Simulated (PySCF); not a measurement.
C₄H₈FNSi₂

```xyz
16

N     1.4292   -3.0575    1.2014
C     1.0192   -2.1729    0.6013
C     0.5276   -1.0507   -0.1308
Si    1.5821    0.5512    0.1987
Si   -0.2194    1.9287   -0.3086
C    -1.4383    0.4621   -0.5673
C    -0.9211   -0.7204    0.2394
F    -0.9549   -0.3682    1.5823
H     0.5602   -1.3016   -1.1951
H     2.7323    0.4719   -0.7099
H     2.0834    0.4980    1.5705
H    -0.1614    2.7061   -1.5523
H    -0.7193    2.8004    0.7559
H    -2.4483    0.6964   -0.2332
H    -1.5069    0.1677   -1.6145
H    -1.5719   -1.6024    0.1511
```

Geometry: GFN2-xTB.

The calculation used PBE0/pcSseg-1, SCF density, gas phase, non-relativistic (PySCF 2.14.0).

Question: Predict the electron density and electron localisation function between the atoms.

Answer: C–N (1.14 Å): the density is about 3.6 e/Å³ at the midpoint; the ELF peaks at about 0.85 between the atoms: a short, multiple covalent bond.
C–C (1.43 Å): ρ at the midpoint is about 1.9 e/Å³; the ELF peaks at about 0.95 between the atoms (localised, covalent bonding).
C–H (1.09 Å): the density is about 2 e/Å³ at the midpoint; the ELF climbs to about 1 towards the hydrogen, as it does in any bond to H; an ordinary covalent bond to hydrogen.

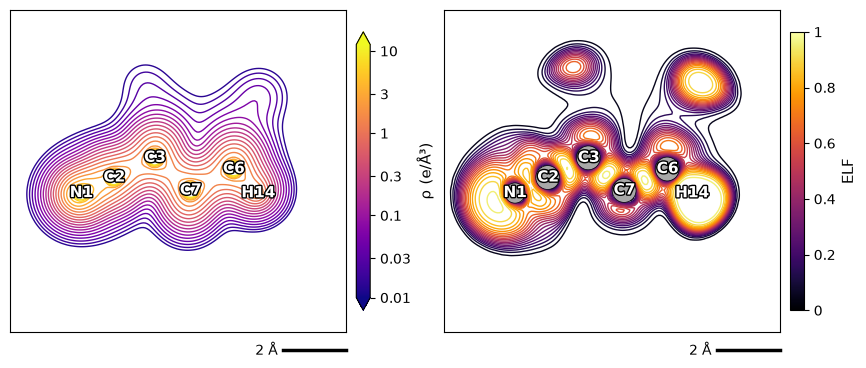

Computed electron density and electron localisation function on the plane of atoms C2, C3 and C7, in this order. Grey discs cover the atomic cores in the ELF map. 
